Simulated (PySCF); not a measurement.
# C4H3F3 (SMILES F/C=C/C=C(F)F): levels of theory compared

Aim: a comparison of 3 runs (B3LYP/6-31G*, r2SCAN/6-31G**) of C4H3F3. Input form: a Python script.

The calculation is run with PySCF 2.14.0.

1 further run of the same task is left out (set aside as unsound or not needed).

## Step 1: The molecule

C4H3F3: 10 atoms, total charge 0, spin state singlet. As SMILES, `F/C=C/C=C(F)F`. Geometry: relaxed at PBE0-D4/def2-TZVP. This is one conformer, not always the lowest.

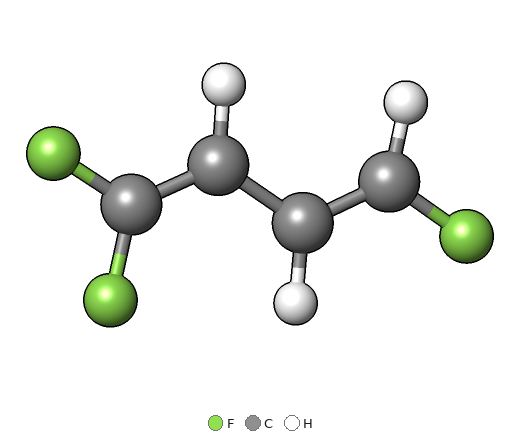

Viewed from a chosen angle; fluorine green, carbon grey, hydrogen white.

## Step 2: Energy and forces at B3LYP/6-31G(d) (spherical functions) (run 1)

Input file input.py:

```python
# FC=CC=C(F)F
import pyscf.grad
from pyscf import gto, dft

mol = gto.M(
    atom='''
F       -0.822400      -2.862400       0.177600
C       -0.266600      -1.771600      -0.353200
C       -0.307600      -0.599400       0.266200
C        0.287300       0.590700      -0.291700
C        0.259800       1.771100       0.308200
F       -0.301400       2.016400       1.470300
F        0.793200       2.867300      -0.178400
H        0.199900      -1.965800      -1.312700
H       -0.807200      -0.536200       1.226700
H        0.790200       0.550500      -1.249500
''',
    basis='6-31g*',
    max_memory=1860,
    verbose=3,
    charge=0,
)

calc0 = dft.RKS(mol)
calc0.xc = 'b3lyp'
calc0.grids.level = 5
calc0.conv_tol = 1e-10
calc0.kernel()
if not calc0.converged:
    calc0 = calc0.newton().run(calc0.mo_coeff, calc0.mo_occ)

e_final = calc0.e_tot
print('Final energy', e_final)
grad = calc0.Gradients().kernel()
dip = calc0.dip_moment()
pop, q = calc0.mulliken_pop()
```

On the command line:

```bash
OMP_NUM_THREADS=1 python input.py
```

Log:

```text
converged SCF energy = -453.684527446112
Final energy -453.6845274461117
[... 8 lines left out ...]
Dipole moment(X, Y, Z, Debye):  0.52851,  0.08080, -0.94934
[... 76 lines left out ...]
pop of  5 F 2pz           0.99514
pop of  5 F 3px           0.68239
pop of  5 F 3py           0.70161
pop of  5 F 3pz           0.58096
pop of  5 F 3dxy          0.00128
pop of  5 F 3dyz          0.00380
pop of  5 F 3dz^2         0.00664
pop of  5 F 3dxz          0.00560
pop of  5 F 3dx2-y2       0.00123
pop of  6 F 1s            1.99733
pop of  6 F 2s            0.93744
pop of  6 F 3s            1.02028
pop of  6 F 2px           1.14181
pop of  6 F 2py           1.01568
pop of  6 F 2pz           1.16001
pop of  6 F 3px           0.68631
pop of  6 F 3py           0.59202
pop of  6 F 3pz           0.69125
pop of  6 F 3dxy          0.00537
pop of  6 F 3dyz          0.00472
pop of  6 F 3dz^2         0.00235
pop of  6 F 3dxz          0.00150
pop of  6 F 3dx2-y2       0.00465
pop of  7 H 1s            0.53481
pop of  7 H 2s            0.32976
pop of  8 H 1s            0.52618
pop of  8 H 2s            0.31708
pop of  9 H 1s            0.52609
pop of  9 H 2s            0.31642
 ** Mulliken atomic charges  **
charge of    0F =     -0.28974
charge of    1C =      0.17236
charge of    2C =     -0.15994
charge of    3C =     -0.24591
charge of    4C =      0.58963
charge of    5F =     -0.25532
charge of    6F =     -0.26072
charge of    7H =      0.13543
charge of    8H =      0.15673
charge of    9H =      0.15749
```

Run time: 97 s. Hardware: 1 thread of Intel Xeon at 2.50GHz (Skylake/Cascade Lake), shared host; peak memory 1 GiB.

## Step 3: Energy and forces at B3LYP/6-31G(d) (Cartesian functions) (run 2)

Input file run.py:

```python
import pyscf.grad
from pyscf import gto, dft

mol = gto.M(
    atom='''
F   -0.822400  -2.862400   0.177600
C   -0.266600  -1.771600  -0.353200
C   -0.307600  -0.599400   0.266200
C    0.287300   0.590700  -0.291700
C    0.259800   1.771100   0.308200
F   -0.301400   2.016400   1.470300
F    0.793200   2.867300  -0.178400
H    0.199900  -1.965800  -1.312700
H   -0.807200  -0.536200   1.226700
H    0.790200   0.550500  -1.249500
''',
    max_memory=1860,
    verbose=4,
    spin=0,
    cart=True,
    basis='6-31g*',
)

mf = dft.RKS(mol, xc='b3lyp')
mf.conv_tol = 1e-10
mf.grids.level = 5
mf.kernel()
if not mf.converged:
    mf = mf.newton().run(mf.mo_coeff, mf.mo_occ)

e_final = mf.e_tot
print('Final energy', e_final)
grad = mf.Gradients().kernel()
dip = mf.dip_moment()
pop, q = mf.mulliken_pop()
```

On the command line:

```bash
OMP_NUM_THREADS=1 python run.py
```

Log:

```text
PySCF version 2.14.0

[... 81 lines left out ...]
converged SCF energy = -453.690278679658
Final energy -453.6902786796585
[... 12 lines left out ...]
Dipole moment(X, Y, Z, Debye):  0.52960,  0.08126, -0.95115
[... 83 lines left out ...]
pop of  5  F 3py          0.69951
pop of  5  F 3pz          0.57639
pop of  5  F 3dxx         0.01359
pop of  5  F 3dxy         0.00129
pop of  5  F 3dxz         0.00577
pop of  5  F 3dyy         0.01033
pop of  5  F 3dyz         0.00384
pop of  5  F 3dzz         0.02835
pop of  6  F 1s           1.99313
pop of  6  F 2s           0.95326
pop of  6  F 3s           0.94761
pop of  6  F 2px          1.14226
pop of  6  F 2py          1.01630
pop of  6  F 2pz          1.16042
pop of  6  F 3px          0.68438
pop of  6  F 3py          0.58913
pop of  6  F 3pz          0.68736
pop of  6  F 3dxx         0.01262
pop of  6  F 3dxy         0.00555
pop of  6  F 3dxz         0.00148
pop of  6  F 3dyy         0.02514
pop of  6  F 3dyz         0.00477
pop of  6  F 3dzz         0.01204
pop of  7  H 1s           0.53498
pop of  7  H 2s           0.32746
pop of  8  H 1s           0.52622
pop of  8  H 2s           0.31609
pop of  9  H 1s           0.52617
pop of  9  H 2s           0.31641
 ** Mulliken atomic charges  **
charge of    0F =     -0.26538
charge of    1C =      0.14297
charge of    2C =     -0.15943
charge of    3C =     -0.23993
charge of    4C =      0.53388
charge of    5F =     -0.22932
charge of    6F =     -0.23546
charge of    7H =      0.13756
charge of    8H =      0.15769
charge of    9H =      0.15742
```

Run time: 1.7 min. Hardware: 1 thread of Intel Xeon at 2.50GHz (Skylake/Cascade Lake), shared host; peak memory 1.1 GiB.

## Step 4: Energy and forces at r2SCAN/6-31G(d,p) (spherical functions) (run 3)

Input file job.py:

```python
import pyscf.grad
from pyscf import gto, dft

system = gto.M(
    atom=[
    ('F', (-0.822400, -2.862400, 0.177600)),
    ('C', (-0.266600, -1.771600, -0.353200)),
    ('C', (-0.307600, -0.599400, 0.266200)),
    ('C', (0.287300, 0.590700, -0.291700)),
    ('C', (0.259800, 1.771100, 0.308200)),
    ('F', (-0.301400, 2.016400, 1.470300)),
    ('F', (0.793200, 2.867300, -0.178400)),
    ('H', (0.199900, -1.965800, -1.312700)),
    ('H', (-0.807200, -0.536200, 1.226700)),
    ('H', (0.790200, 0.550500, -1.249500)),
],
    basis='6-31g**',
    max_memory=1860,
    verbose=4,
)

mf = dft.RKS(system)
mf.xc = 'r2scan'
mf.grids.level = 5
mf.conv_tol = 1e-10
mf.kernel()
if not mf.converged:
    mf = mf.newton().run(mf.mo_coeff, mf.mo_occ)

etot = mf.e_tot
print('E(%s) = %.9f' % ('R2SCAN', etot))
grad = mf.Gradients().kernel()
mf.analyze()
```

On the command line:

```bash
OMP_NUM_THREADS=1 python job.py
```

Log:

```text
PySCF version 2.14.0

[... 112 lines left out ...]
MO #3   energy= -24.5103509053146  occ= 2
[... 10 lines left out ...]
MO #14  energy= -0.569809486970634 occ= 2
[... 10 lines left out ...]
MO #25  energy= -0.330035928186458 occ= 2
[... 10 lines left out ...]
MO #36  energy= 0.323917008367155  occ= 0
[... 10 lines left out ...]
MO #47  energy= 0.648359203707519  occ= 0
[... 10 lines left out ...]
MO #58  energy= 1.1745499064577    occ= 0
[... 10 lines left out ...]
MO #69  energy= 1.43264698185315   occ= 0
[... 10 lines left out ...]
MO #80  energy= 1.86221018673016   occ= 0
[... 10 lines left out ...]
MO #91  energy= 2.21557005206884   occ= 0
[... 10 lines left out ...]
MO #102 energy= 2.73444799771587   occ= 0
[... 10 lines left out ...]
MO #113 energy= 3.69844626283983   occ= 0
[... 87 lines left out ...]
pop of  6 F 2s            1.82242
pop of  6 F 3s            0.00339
pop of  6 F 2px           1.84123
pop of  6 F 2py           1.65648
pop of  6 F 2pz           1.87395
pop of  6 F 3px           0.00107
pop of  6 F 3py           0.00134
pop of  6 F 3pz           0.00168
pop of  6 F 3dxy          0.00285
pop of  6 F 3dyz          0.00260
pop of  6 F 3dz^2         0.00125
pop of  6 F 3dxz          0.00083
pop of  6 F 3dx2-y2       0.00243
pop of  7 H 1s            0.87257
pop of  7 H 2s            0.00923
pop of  7 H 2px           0.00034
pop of  7 H 2py           0.00033
pop of  7 H 2pz           0.00079
pop of  8 H 1s            0.85487
pop of  8 H 2s            0.00964
pop of  8 H 2px           0.00035
pop of  8 H 2py           0.00015
pop of  8 H 2pz           0.00067
pop of  9 H 1s            0.85141
pop of  9 H 2s            0.00873
pop of  9 H 2px           0.00041
pop of  9 H 2py           0.00011
pop of  9 H 2pz           0.00069
 ** Mulliken atomic charges  **
charge of    0F =     -0.23629
charge of    1C =      0.14875
charge of    2C =     -0.16152
charge of    3C =     -0.21941
charge of    4C =      0.50366
charge of    5F =     -0.21341
charge of    6F =     -0.21150
charge of    7H =      0.11674
charge of    8H =      0.13431
charge of    9H =      0.13866
Dipole moment(X, Y, Z, Debye):  0.51795,  0.14613, -0.89927
```

Run time: 2.7 min. Hardware: 1 thread of Intel Xeon at 2.50GHz (Skylake/Cascade Lake), shared host; peak memory 1.2 GiB.

## Step 5: The series

```csv
run,level,Cartesian functions,energy (Eh),dipole moment (D),HOMO energy (eV),LUMO energy (eV),wall time
1,B3LYP/6-31G* (spherical functions),no,-453.684527,1.09,-6.03,-0.36,97 s
2,B3LYP/6-31G* (Cartesian functions),yes,-453.690279,1.09,-6.03,-0.37,1.7 min
3,r2SCAN/6-31G** (spherical functions),no,-453.478689,1.05,-5.35,-0.98,2.7 min
```

## Step 6: Outcome

| quantity | value |
| --- | --- |
| run 3: total energy | -453.47869 Eh |
| run 3: dipole moment | 1.05 D |
| run 3: HOMO energy | -5.35 eV |
| run 3: LUMO energy | -0.98 eV |
| run 3: HOMO–LUMO gap | 4.37 eV |
| run 3: largest force on an atom | 0.700 eV/Å |

**Reading.** The dipole moment (its size) runs from 1.05 D (r2SCAN/6-31G**) to 1.09 D (B3LYP/6-31G*). The two ends differ in method and basis. The HOMO–LUMO gap runs from 4.37 eV (r2SCAN/6-31G**) to 5.66 eV (B3LYP/6-31G*). Totals of different functionals can't be ranked against each other. All runs together took 6 min, the longest 2.7 min.
